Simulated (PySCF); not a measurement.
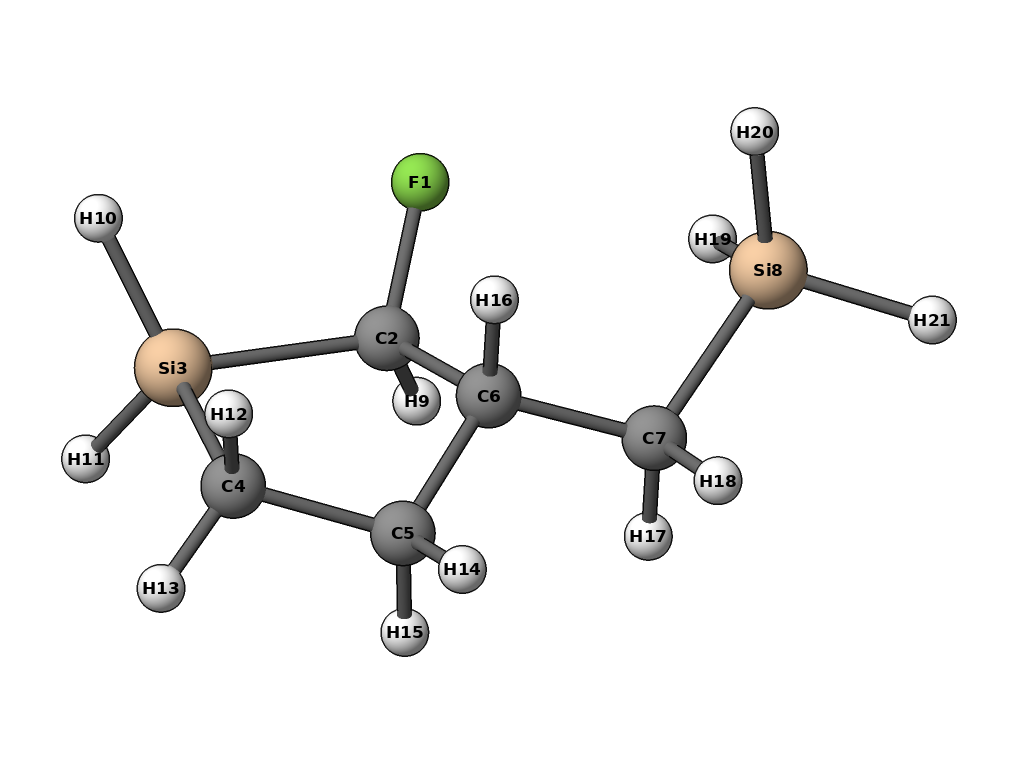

The questions are on isotropic NMR shieldings of the H atoms. Computed geometry: GFN2-xTB optimisation. No frequency run is at hand to confirm it as a minimum. Properties computed with GIAO PBE0/pcSseg-1 NMR shielding, non-relativistic, gas phase (PySCF 2.14.0).

List the isotropic NMR shieldings of the H atoms.

```csv
atom,σ (ppm)
H9,26.92
H10,27.29
H11,27.43
H12,30.52
H13,30.72
H14,29.60
H15,30.64
H16,29.80
H17,31.26
H18,30.59
H19,27.75
H20,27.86
H21,27.85
```

The geometry is semi-empirical. Around Si such bond lengths and angles can be off by a tenth of an ångström or more and by several degrees, and values that hang on the shape move with them.
